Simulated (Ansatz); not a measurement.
# BLYP/aug-cc-pVDZ run of CH5AlO (SMILES [CH3][AlH][OH])

What is the electronic atomisation energy of CH5AlO at BLYP/aug-cc-pVDZ? 

Program for the calculation: Ansatz 0.2.0.

42 further runs of the same task are left out: 42 set aside as unsound or not needed.

### Step 1. The molecule

CH5AlO has 8 atoms, charge 0, and is taken as a singlet. As SMILES, `[CH3][AlH][OH]`. The coordinates come from a PBE0-D4/def2-TZVP relaxation. This is one conformer, not always the lowest.

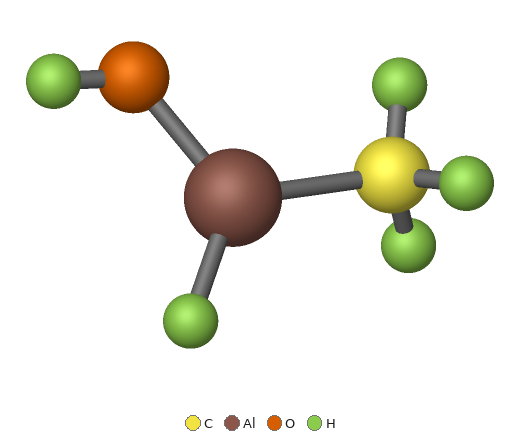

Viewed from a chosen angle; carbon yellow, aluminium brown, oxygen orange, hydrogen green.

### Step 2. A single-point energy at BLYP/aug-cc-pVDZ

Contents of molecule.yaml:

```yaml
crystal:
  periodic: [false, false, false]
  atoms:
    - symbol: C
      position_ang: [-0.777900, 0.982200, -0.070900]
    - symbol: Al
      position_ang: [0.579700, -0.394200, -0.239900]
    - symbol: O
      position_ang: [0.544600, -1.676400, 0.876800]
    - symbol: H
      position_ang: [-0.325100, 1.954500, 0.149300]
    - symbol: H
      position_ang: [-1.491400, 0.755400, 0.724300]
    - symbol: H
      position_ang: [-1.335700, 1.105000, -1.004800]
    - symbol: H
      position_ang: [1.716800, -0.394500, -1.350200]
    - symbol: H
      position_ang: [1.181200, -2.389100, 0.859500]
basis:
  gaussian:
    orbitals: aug-cc-pVDZ
total_charge: 0
hamiltonian:
  xc: {name: BLYP}
accuracy: high
output: {orbitals: {seedname: orbitals}}
```

Launch:

```bash
ansatz run molecule.yaml --threads 1 --pin off --max-ram 3480MiB --events-out events.jsonl --progress --plain --runs-dir runs
```

What it wrote:

```text
Warning: RAYON_NUM_THREADS=1 ignored (pool sized by the plan → 1); use --threads N
Functional definition: BLYP
  name "BLYP"
  parameter beta = 0.0042
  parameter a = 0.04918
  parameter b = 0.132
  parameter c = 0.2533
  parameter d = 0.349
  exchange = b88_x(beta = beta)
  correlation = lyp_c(a = a, b = b, c = c, d = d)
2328 factors; integrals over basis functions are off by at most 3.4e-9 eV
mean field evaluation 1: about -9743.9199 eV, gradient 9.5e1 eV
mean field evaluation 2: about -9651.2478 eV, gradient 2.0e2 eV
mean field evaluation 4: about -9762.1318 eV, gradient 2.1e1 eV
mean field evaluation 8: about -9763.1323 eV, gradient 2.4e-1 eV
mean field evaluation 16: about -9763.1324 eV, gradient 1.1e-5 eV
mean field -9763.13244769 eV, -358.7884997638 hartree, gradient 1.2e-8 eV, S^2 0.000000; 0 other end points of the search recorded, 0 dependent functions left out
reference -9763.13252368 eV, -358.7885025562 hartree; 16, 16 occupied and 102, 102 virtual orbitals, 2328 factors
Total energy: -9763.13252368 eV, -358.7885025562 hartree
```

Run time: 13 s. Hardware: 1 thread of Arm Neoverse V2, shared host; peak memory 0.34 GiB.

### Step 3. The Al atom at the same level

Contents of input.yaml:

```yaml
crystal:
  periodic: [false, false, false]
  atoms:
    - symbol: Al
      position_ang: [0.000000, 0.000000, 0.000000]
basis:
  gaussian: {orbitals: aug-cc-pVDZ}
total_charge: 0
magnetization: {spin_polarized: true, initial_magnetization: 1}
hamiltonian: {xc: {name: BLYP}}
accuracy: high
```

Launch:

```bash
ansatz run input.yaml --threads 1 --pin off --max-ram 3480MiB --events-out events.jsonl --progress --plain --runs-dir runs
```

What it wrote, shortened:

```text
Warning: RAYON_NUM_THREADS=1 ignored (pool sized by the plan → 1); use --threads N
[... 9 set-up lines as earlier in the session ...]
226 factors; integrals over basis functions are off by at most 3.8e-9 eV
mean field evaluation 1: about -6595.1257 eV, gradient 1.9e0 eV
mean field evaluation 2: about -6595.1879 eV, gradient 8.2e-1 eV
mean field evaluation 4: about -6595.1821 eV, gradient 2.8e-1 eV
mean field evaluation 8: about -6595.1836 eV, gradient 1.9e-3 eV
mean field evaluation 16: about -6595.1836 eV, gradient 1.0e-7 eV
mean field evaluation 32: about -6595.1836 eV, gradient 8.9e-9 eV
mean field evaluation 64: about -6595.1814 eV, gradient 3.4e-1 eV
mean field -6595.18361054 eV, -242.3685273112 hartree, gradient 9.3e-9 eV, S^2 0.753564; 4 other end points of the search recorded, 0 dependent functions left out
reference -6595.18364764 eV, -242.3685286747 hartree; 7, 6 occupied and 20, 21 virtual orbitals, 226 factors
Total energy: -6595.18364764 eV, -242.3685286747 hartree
```

Run time: 3.6 s. Hardware: 1 thread of Arm Neoverse V2, shared host; peak memory 0.093 GiB.

### Step 4. The C atom at the same level

Contents of run.yaml:

```yaml
basis:
  gaussian: {orbitals: aug-cc-pVDZ}
crystal:
  periodic: [false, false, false]
  atoms:
    - {symbol: C, position_ang: [0.000000, 0.000000, 0.000000]}
magnetization: {spin_polarized: true, initial_magnetization: 2}
hamiltonian: {xc: {name: BLYP}}
accuracy: high
```

Run the same way, it converges to -37.84085 Eh (log not shown).

### Step 5. The H atom at the same level

Contents of job.yaml:

```yaml
crystal:
  periodic: [false, false, false]
  atoms:
    - symbol: H
      position_ang: [0.000000, 0.000000, 0.000000]
basis:
  gaussian:
    orbitals: aug-cc-pVDZ
hamiltonian:
  xc: {name: BLYP}
magnetization:
  spin_polarized: true
  initial_magnetization: 1
accuracy: high
```

Launch:

```bash
ansatz run job.yaml --threads 1 --pin off --max-ram 3480MiB --events-out events.jsonl --progress --plain --runs-dir runs
```

What it wrote, shortened:

```text
Warning: RAYON_NUM_THREADS=1 ignored (pool sized by the plan → 1); use --threads N
[... 9 set-up lines as earlier in the session ...]
42 factors; integrals over basis functions are off by at most 4.4e-8 eV
mean field evaluation 1: about -13.5180 eV, gradient 6.9e-1 eV
mean field evaluation 2: about -13.5252 eV, gradient 1.1e-1 eV
mean field evaluation 4: about -13.5242 eV, gradient 1.8e-3 eV
mean field evaluation 8: about -13.5242 eV, gradient 1.8e-9 eV
mean field -13.52420048 eV, -0.4970052007 hartree, gradient 1.8e-9 eV, S^2 0.750000; 0 other end points of the search recorded, 0 dependent functions left out
reference -13.52423757 eV, -0.4970065635 hartree; 1, 0 occupied and 8, 9 virtual orbitals, 42 factors
Total energy: -13.52423757 eV, -0.4970065635 hartree
```

Wall time 0.16 s (1 thread of Arm Neoverse V2, shared host).

### Step 6. The O atom

Contents of run.yaml:

```yaml
basis:
  gaussian:
    orbitals: aug-cc-pVDZ
crystal:
  periodic: [false, false, false]
  atoms:
    - {symbol: O, position_ang: [0.000000, 0.000000, 0.000000]}
total_charge: 0
magnetization:
  spin_polarized: true
  initial_magnetization: 2
hamiltonian:
  xc: {name: BLYP}
accuracy: high
```

Launch:

```bash
ansatz run run.yaml --threads 1 --pin off --max-ram 3480MiB --events-out events.jsonl --progress --plain --runs-dir runs
```

What it wrote, shortened:

```text
Warning: RAYON_NUM_THREADS=1 ignored (pool sized by the plan → 1); use --threads N
[... 9 set-up lines as earlier in the session ...]
200 factors; integrals over basis functions are off by at most 2.1e-9 eV
mean field evaluation 1: about -2042.3607 eV, gradient 8.4e0 eV
mean field evaluation 2: about -2042.2753 eV, gradient 9.5e0 eV
mean field evaluation 4: about -2042.6388 eV, gradient 1.1e-2 eV
mean field evaluation 8: about -2042.6388 eV, gradient 1.4e-4 eV
mean field evaluation 16: about -2042.6388 eV, gradient 6.7e-4 eV
mean field evaluation 32: about -2042.6377 eV, gradient 1.5e-1 eV
mean field -2042.63882631 eV, -75.0655923165 hartree, gradient 4.6e-9 eV, S^2 2.003190; 10 other end points of the search recorded, 0 dependent functions left out
reference -2042.63885808 eV, -75.0655934841 hartree; 5, 3 occupied and 18, 20 virtual orbitals, 200 factors
Total energy: -2042.63885808 eV, -75.0655934841 hartree
```

Wall time 1.1 s (1 thread of Arm Neoverse V2, shared host).

### Step 7. Outcome

At BLYP/aug-cc-pVDZ:

| quantity | value |
| --- | --- |
| molecule: total energy | -358.78850 Eh |
| molecule: HOMO energy | -6.62 eV |
| molecule: LUMO energy | -1.26 eV |
| molecule: HOMO–LUMO gap | 5.36 eV |
| Al atom: total energy | -242.36853 Eh |
| Al atom: ⟨S²⟩ | 0.754 |
| C atom: total energy | -37.84085 Eh |
| C atom: ⟨S²⟩ | 2.003 |
| H atom: total energy | -0.49701 Eh |
| H atom: ⟨S²⟩ | 0.750 |
| O atom: total energy | -75.06559 Eh |
| O atom: ⟨S²⟩ | 2.003 |
| electronic atomisation energy | 27.987 eV |

In words: Taking the molecule apart into free atoms costs 27.99 eV (645 kcal/mol), before zero-point energy and without spin-orbit coupling.
